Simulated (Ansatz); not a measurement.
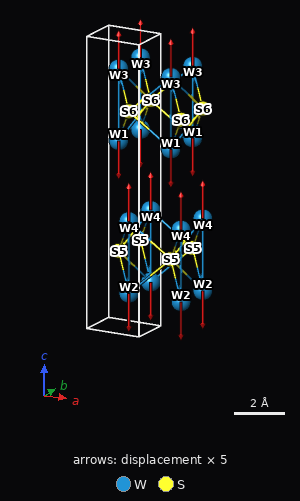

This is a relaxation of solid W₂S (built on the 2H molybdenite_194 type) (coarse preliminary run). The starting structure is drawn; red arrows show the displacements (the part carried along by the change of the cell is left out), magnified 5 times.

Style: ball-and-stick. Shown: the cell of the calculation, repeated 2 × 2 × 1 with one cell outlined, slightly off an axis.

Case: 2H molybdenite type (P6_3/mmc, No. 194).

The calculation used Ansatz 0.2.0, DFT PBE, scalar-relativistic, plane waves, PAW.

Input file:
```yaml
crystal:
  lattice:
    - [3.0933830559, 0.0, 0.0]
    - [-1.546691528, 2.6789483101, 0.0]
    - [0.0, 0.0, 12.0319915855]
  atoms:
    - { symbol: W, position: [0.3333333333, 0.6666666667, 0.6275] }
    - { symbol: W, position: [0.6666666667, 0.3333333333, 0.1275] }
    - { symbol: W, position: [0.3333333333, 0.6666666667, 0.8725] }
    - { symbol: W, position: [0.6666666667, 0.3333333333, 0.3725] }
    - { symbol: S, position: [0.3333333333, 0.6666666667, 0.25] }
    - { symbol: S, position: [0.6666666667, 0.3333333333, 0.75] }
basis:
  ecutwfc: 420
kpoints:
  mp_grid: { grid: [6, 6, 2] }
hamiltonian:
  xc: pbe
scf:
  occupations: { method: gaussian, width: 0.1 }
  lower_state_search: "off"
output:
  forces: true
  stress: true
  eigenvalues: true
relax:
  adjacent_minimum: "off"
  f_tol: 0.04
  max_steps: 70
  cell: { stress_tol: 0.4 }
```

Run as
```bash
ansatz run input.yaml --threads 1 --pin off --max-ram 2560MiB --backend cpu --events-out ev --progress --plain --runs-dir out
```

**Atoms of which element are displaced furthest, and by how much?**

Tungsten: up to 0.33 Å, against 0.00 Å for sulfur.

**Describe the change and its energy.**

The energy falls by 4.414 eV per cell of the calculation in 5 accepted moves (6 points after the start). The largest force component goes from 3.9 to 0.00044 eV/Å. The pressure goes from −1.41 to −0.02 GPa. The SCF was repeated once at an unchanged geometry on a basis and grid sized afresh for the cell, which shifted the energy by 2.1 meV per cell of the calculation at most. The largest moves relative to the cell, 0.33 Å, are those of W1, W2, W3 and W4. W3 goes along +c. S stays in place. The drawn cell changes as follows: a = b 3.093 → 3.102 Å (+0.3 %), c 12.032 → 10.824 Å (−10.0 %); the volume changes by −9.6 %. Near-neighbour distances that change, for instance: W1–W4 3.550 → 2.763 Å, W1–W3 2.948 → 3.308 Å, W1–S6 2.316 → 2.438 Å, W1–W1 3.093 → 3.102 Å. New bonds form: W1–W4 (3.55 → 2.76 Å), W2–W3 (3.55 → 2.76 Å). Bond angles that change, for instance: W1–S6–W3 79.1° → 85.5°, W1–S6–W1 83.8° → 79.0°, S6–W3–S6 83.8° → 79.0°. The space group stays P6_3/mmc (No. 194). Cost: 29 s on 1 thread of Arm Neoverse V1, on a shared host, peak memory 0.37 GiB.
